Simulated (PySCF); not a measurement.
# Hf₂Cl⁺: relaxation and vibrations of the singlet

Where does singlet Hf₂Cl⁺ go from a PBE minimum start, is the end point a minimum, and what are its modes, charges and moments?

The runs use PySCF 2.14.0; PBE, basis Cl def2-SVP, Hf def2-SVP with ECP60, scalar-relativistic core potentials, no spin–orbit coupling, density fitting.

### Step 1. The starting structure

3 atoms, charge 1, spin multiplicity 1.

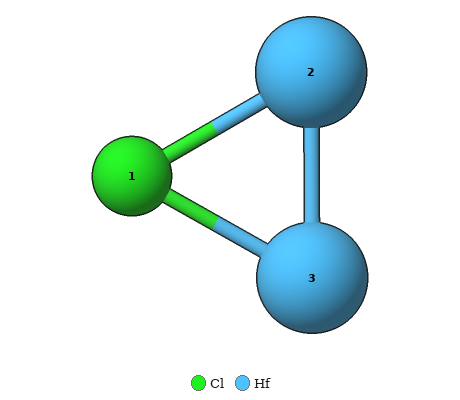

The starting geometry (chlorine green, hafnium blue); atoms are numbered from 1 in the order of the file.

Coordinates in bohr (charge 1 multiplicity 1):
```
Cl    0.0000    0.0000   -3.7160
Hf    2.3310    0.0000    0.3605
Hf   -2.3310    0.0000    0.3605
```

### Step 2. Finding the electronic state

One driver script runs all steps and calls PySCF; scf.py shows how it sets up the SCF of each step. The optimiser is the driver's own. After this first run the driver tries any further starts and a stability analysis.

scf.py

```python
from pyscf import gto, scf, dft
mol = gto.M(atom='''
Cl     0.000000     0.000000    -1.966421
Hf     1.233525    -0.000000     0.190761
Hf    -1.233525     0.000000     0.190761''',
    basis={'Cl': 'def2-SVP', 'Hf': 'def2-SVP'},
    ecp={'Hf': 'def2-SVP'},
    charge=1, spin=0)
mf = dft.RKS(mol, xc='PBE')
mf.grids.atom_grid = (50, 194)
aux = {'Cl': 'def2-universal-JKFIT', 'Hf': 'def2-universal-JKFIT'}
mf = mf.density_fit(auxbasis=aux)
mf.conv_tol = 1e-08
mf.diis_space = 10
mf.max_cycle = 60
mf.init_guess = 'minao'
mf.verbose = 4
mf.kernel()
```

Started as:

```
$ OMP_NUM_THREADS=2 python axn.py task.json out
```

The program printed:

```text
init E= -530.890031827688
  HOMO = -0.598084337703861  LUMO = -0.555778183425306  gap/eV = 1.15121
cycle= 1 E= -554.809431219597  delta_E= -23.9  |g|= 1.51  |ddm|= 10.8
  HOMO = -0.127980916117113  LUMO = -0.116283515328287  gap/eV = 0.31830
cycle= 2 E= -552.342415526255  delta_E= 2.47  |g|= 2.67  |ddm|= 8.76
  HOMO = -0.351210902693796  LUMO = -0.342975366987894  gap/eV = 0.22410
cycle= 3 E= -555.582245186178  delta_E= -3.24  |g|= 0.18  |ddm|= 8.16
  HOMO = -0.321444479210013  LUMO = -0.301964923293567  gap/eV = 0.53007
cycle= 4 E= -555.584728744569  delta_E= -0.00248  |g|= 0.171  |ddm|= 0.926
  HOMO = -0.311931119153992  LUMO = -0.29440189994553  gap/eV = 0.47699
cycle= 5 E= -555.595476522946  delta_E= -0.0107  |g|= 0.0461  |ddm|= 0.427
  HOMO = -0.309083550904296  LUMO = -0.293074618443923  gap/eV = 0.43563
cycle= 6 E= -555.59610237857  delta_E= -0.000626  |g|= 0.0155  |ddm|= 0.102
  HOMO = -0.311368986757174  LUMO = -0.295084909450561  gap/eV = 0.44311
cycle= 7 E= -555.596179598372  delta_E= -7.72e-05  |g|= 0.0071  |ddm|= 0.0706
  HOMO = -0.311533665214684  LUMO = -0.295342707271485  gap/eV = 0.44058
cycle= 8 E= -555.596215024699  delta_E= -3.54e-05  |g|= 0.00072  |ddm|= 0.0299
  HOMO = -0.311497270824922  LUMO = -0.295305972481457  gap/eV = 0.44059
cycle= 9 E= -555.596215098345  delta_E= -7.36e-08  |g|= 0.000257  |ddm|= 0.00199
  HOMO = -0.311512178837081  LUMO = -0.295311134654892  gap/eV = 0.44085
cycle= 10 E= -555.596215156102  delta_E= -5.78e-08  |g|= 5.22e-05  |ddm|= 0.00184
  HOMO = -0.311516015150477  LUMO = -0.295316854184943  gap/eV = 0.44080
cycle= 11 E= -555.596215158866  delta_E= -2.76e-09  |g|= 5.9e-06  |ddm|= 0.000347
  HOMO = -0.31151806606395  LUMO = -0.295318883969708  gap/eV = 0.44080
Extra cycle  E= -555.596215158828  delta_E= 3.73e-11  |g|= 1.13e-05  |ddm|= 3.1e-05
converged SCF energy = -555.596215158828
```

This step, with its further starts and checks, ran for 3.5 s (2 threads of Intel Xeon 6975P-C (Granite Rapids), shared host).

No lower closed-shell solution turned up in the test of internal stability.

### Step 3. Relaxation: PBE minimum start, singlet

The program finds C2v symmetry in the start, which this walk keeps. Threshold on the gradient: 0.0003 Eh/bohr, with a further test on the energy change.

Edit scf.py of step 2 so:

```diff
@@ -3,3 +3,3 @@
-Cl     0.000000     0.000000    -1.966421
-Hf     1.233525    -0.000000     0.190761
-Hf    -1.233525     0.000000     0.190761''',
+Cl     0.000000     0.000000    -1.966143
+Hf     1.233525     0.000000     0.191039
+Hf    -1.233525     0.000000     0.191039''',
@@ -16 +15,0 @@
-mf.init_guess = 'minao'
```

Steps of the walk:

```
step  energy (Eh)  change (kJ/mol)  largest symmetric gradient (Eh/bohr)
   0  -555.596215             0.00                               0.00026
```

The walk took 1.6 s.

After 0 steps and 0.0 kJ/mol it ends at C2v: Cl–Hf 2.485 Å (×2), Hf–Hf 2.467 Å; Cl–Hf–Hf 60.2° (×2), Hf–Cl–Hf 59.5°.

### Step 4. Vibrations and properties at this point

The point is checked on the finer grid, and tightened if its gradient asks for it. The Hessian and the dipole derivatives come from central differences of analytic gradients, with steps of 0.02 bohr.

Edit scf.py of step 3 so:

```diff
@@ -10 +10 @@
-mf.grids.atom_grid = (50, 194)
+mf.grids.atom_grid = (75, 302)
@@ -13 +13 @@
-mf.conv_tol = 1e-08
+mf.conv_tol = 1e-10
```

This SCF starts from the last density.

Log of the central SCF (cycles and frontier levels):

```text
init E= -555.596452021297
  HOMO = -0.311504344830328  LUMO = -0.295304282273493  gap/eV = 0.44083
cycle= 1 E= -555.596452021296  delta_E= 7.96e-13  |g|= 3.04e-06  |ddm|= 1.24e-05
  HOMO = -0.311505229369175  LUMO = -0.295305063171919  gap/eV = 0.44083
Extra cycle  E= -555.596452021278  delta_E= 1.86e-11  |g|= 7.58e-06  |ddm|= 2.5e-05
converged SCF energy = -555.596452021278
```

The whole step took 19 s.

Geometry: C2v; Cl–Hf 2.485 Å (×2), Hf–Hf 2.467 Å; Cl–Hf–Hf 60.2° (×2), Hf–Cl–Hf 59.5°.

Harmonic modes (main isotopes):

```tsv
symmetry	ω (cm⁻¹)	IR (km/mol)	μ (u)
b2	164	0.5	45.29
a1	217	0.7	147.92
a1	333	14.0	39.44
```

All wavenumbers are real: a minimum.

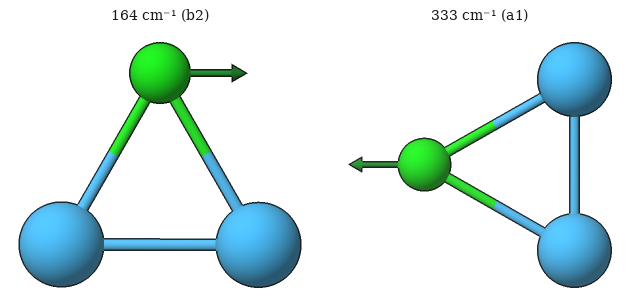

Displacements of 2 of the modes, as arrows (one member where a mode is degenerate).

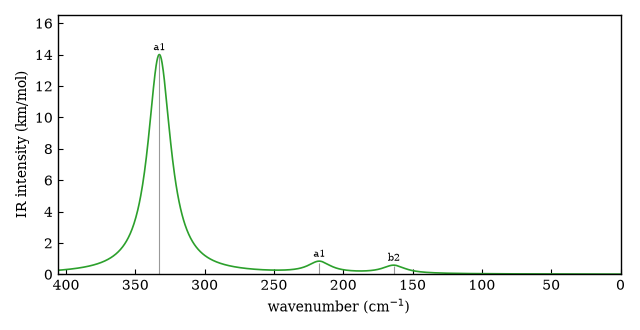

The harmonic infrared spectrum (widths in cm⁻¹). Lines are broadened to a width of 20 cm⁻¹ (Lorentzian).

Properties at this point:

```
Dipole moment about the centre of mass                          : 1.61 D
Highest occupied level                                          : -8.48 eV
Lowest empty level                                              : -8.04 eV
Rotational constants                                            : 0.1137, 0.03078, 0.02422 cm⁻¹
Zero-point energy                                               : 4.3 kJ/mol
Principal polarisabilities                                      : 75.9, 90.8, 160.4 bohr³
Principal traceless quadrupole moments about the centre of mass : -9.72, -6.53, 16.25 D Å
Entropy at 298.15 K and 1 bar                                   : 324.4 J/(mol K)
Heat capacity Cp at 298.15 K                                    : 55.5 J/(mol K)
Enthalpy at 298.15 K above 0 K                                  : 13.95 kJ/mol
Rotational symmetry number                                      : 2
```

Populations by atom (charges in e):

```
 atom  Mulliken  Löwdin  polar tensor  Mayer order to Cl1
  Cl1     -0.13    0.42         -0.24                   –
Hf2,3      0.57    0.29          0.62                0.75
```

Mulliken populations on Cl1: s 5.95, p 11.16, d 0.03.

### Step 5. The broken-symmetry singlet

A stability analysis found the closed shell of the lowest minimum unstable towards spin polarisation, so the unrestricted solution is followed.

The program finds C2v symmetry in the start, which may break. The walk stops when the largest gradient is under 0.0003 Eh/bohr and the energy has settled too.

Edit scf.py of step 4 so:

```diff
@@ -9,2 +9,2 @@
-mf = dft.RKS(mol, xc='PBE')
-mf.grids.atom_grid = (75, 302)
+mf = dft.UKS(mol, xc='PBE')
+mf.grids.atom_grid = (50, 194)
@@ -13 +13 @@
-mf.conv_tol = 1e-10
+mf.conv_tol = 1e-08
```

The optimiser's trace:

```
step  energy (Eh)  change (kJ/mol)  largest gradient (Eh/bohr)
   0  -555.596278             0.00                     0.00073
   1  -555.596279             0.00                     0.00034
   2  -555.596280             0.00                     0.00001
```

The walk took 6.6 s.

Geometry (Å) and forces (eV/Å) at some steps:

```
step 0
Cl   0.000   0.000  -1.966   0.000   0.000  -0.004
Hf   1.234   0.000   0.191   0.038   0.000   0.002
Hf  -1.234   0.000   0.191  -0.038   0.000   0.002
step 1
Cl   0.000   0.000  -1.966   0.000   0.000  -0.002
Hf   1.234   0.000   0.191   0.018   0.000   0.001
Hf  -1.234   0.000   0.191  -0.018   0.000   0.001
step 2
Cl   0.000   0.000  -1.966   0.000   0.000   0.000
Hf   1.235   0.000   0.191   0.000   0.000   0.000
Hf  -1.235   0.000   0.191   0.000   0.000   0.000
```

After 2 steps and 0.0 kJ/mol it ends at C2v: Cl–Hf 2.485 Å (×2), Hf–Hf 2.469 Å; Cl–Hf–Hf 60.2° (×2), Hf–Cl–Hf 59.6°.

### Step 6. Hessian and properties

The same treatment as at the point before.

Edit scf.py of step 5 so:

```diff
@@ -3,3 +3,3 @@
-Cl     0.000000     0.000000    -1.966143
-Hf     1.233525     0.000000     0.191039
-Hf    -1.233525     0.000000     0.191039''',
+Cl     0.000000     0.000000    -1.965069
+Hf     1.235252     0.000000     0.190599
+Hf    -1.235252    -0.000000     0.190599''',
@@ -10 +10 @@
-mf.grids.atom_grid = (50, 194)
+mf.grids.atom_grid = (75, 302)
@@ -13 +13 @@
-mf.conv_tol = 1e-08
+mf.conv_tol = 1e-10
```

Log of the central SCF (cycles and frontier levels):

```text
init E= -555.596517797702
[... the frontier-level lines of each cycle are left out ...]
cycle= 1 E= -555.596517797777  delta_E= -7.53e-11  |g|= 1.96e-06  |ddm|= 4.67e-05
Extra cycle  E= -555.596517797883  delta_E= -1.06e-10  |g|= 2.67e-06  |ddm|= 5.65e-05
converged SCF energy = -555.596517797883  <S^2> = 0.14406695  2S+1 = 1.255495
```

The whole step ran for 41 s (2 threads of Intel Xeon 6975P-C (Granite Rapids), shared host).

Geometry: C2v; Cl–Hf 2.485 Å (×2), Hf–Hf 2.471 Å; Cl–Hf–Hf 60.2° (×2), Hf–Cl–Hf 59.6°.

Modes, for the most abundant isotopes:

```csv
ω (cm⁻¹),IR (km/mol)
164,0.4
211,0.5
333,13.9
```

All wavenumbers are real: a minimum.

Here the density breaks the symmetry of the frame, and no labels are given.

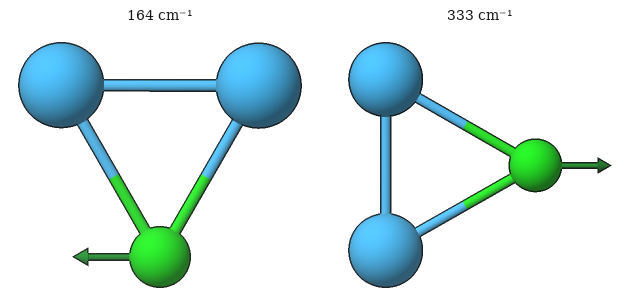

How the atoms move in 2 of the modes.

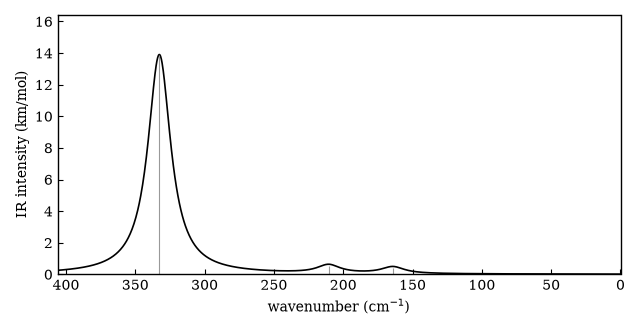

The harmonic infrared spectrum (widths in cm⁻¹). Lines are broadened to a width of 20 cm⁻¹ (Lorentzian).

Constants and moments:

| Item | Value |
| --- | --- |
| Dipole moment about the centre of mass | 1.62 D |
| Highest occupied level | -8.48 eV |
| Lowest empty level | -8.01 eV |
| Rotational constants | 0.1138, 0.0307, 0.02418 cm⁻¹ |
| Zero-point energy | 4.2 kJ/mol |
| Principal polarisabilities | 76.2, 91.0, 160.2 bohr³ |
| Principal traceless quadrupole moments about the centre of mass | -9.70, -6.71, 16.41 D Å |
| Entropy at 298.15 K and 1 bar | 324.6 J/(mol K) |
| Heat capacity Cp at 298.15 K | 55.5 J/(mol K) |
| Enthalpy at 298.15 K above 0 K | 13.97 kJ/mol |
| Rotational symmetry number | 2 |
| Spin squared ⟨S²⟩ | 0.144 |

Populations by atom (charges in e):

```csv
atom,Mulliken,Löwdin,polar tensor,spin (Mulliken),Mayer order to Cl1
Cl1,-0.13,0.42,-0.24,0.00,–
"Hf2,3",0.57,0.29,0.62,0.00,0.75
```

Outer orbital energies (eV). α occupied: -36.74, -24.96, -14.06, -13.65, -13.18, -9.85, -8.81, -8.48; empty: -8.01, -7.55, -7.35, -6.75. β occupied: -36.74, -24.96, -14.06, -13.65, -13.18, -9.85, -8.81, -8.48; empty: -8.01, -7.55, -7.35, -6.75.

Mulliken populations on Cl1: s 5.95, p 11.15, d 0.03.

### Step 7. All stationary points

| spin | group | bonds | imaginary modes (cm⁻¹) | ΔE (kJ/mol) | with zero-point energy |
| --- | --- | --- | --- | --- | --- |
| broken-symmetry (Ms = 0) | C2v (density of lower symmetry) | Cl–Hf 2.485 Å (×2), Hf–Hf 2.471 Å | none | 0.0 | 0.0 |
| singlet | C2v | Cl–Hf 2.485 Å (×2), Hf–Hf 2.467 Å | none | 0.2 | 0.2 |

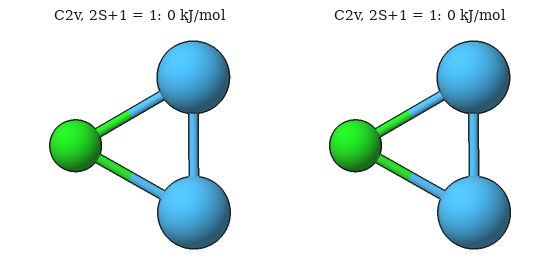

The points, lowest first (chlorine green, hafnium blue).

### Step 8. Outcome

| quantity | value |
| --- | --- |
| minimum | broken-symmetry (Ms = 0), C2v |
| geometry | Cl–Hf 2.485 Å (×2), Hf–Hf 2.471 Å; Cl–Hf–Hf 60.2° (×2), Hf–Cl–Hf 59.6° |
| wavenumbers (cm⁻¹) | 164, 211, 333 |
| dipole moment (centre of mass) | 1.62 D |
| highest occupied, lowest empty level (either spin) | -8.48, -8.01 eV |
| polar-tensor charge of Cl1 | -0.24 e |
| zero-point energy | 4.2 kJ/mol |
| entropy at 298.15 K | 324.6 J/(mol K) |
| ⟨S²⟩ | 0.144 |

What this shows: The molecule stays C2v, as typed, and the end point is a minimum. In the infrared the band at 333 cm⁻¹ leads. Only this shape and spin were tried, so other structures or states may lie lower. The SCF density has lower symmetry than the nuclear frame. Spin–orbit coupling, left out here, can matter for elements this heavy.

The search up to here took 76 s.
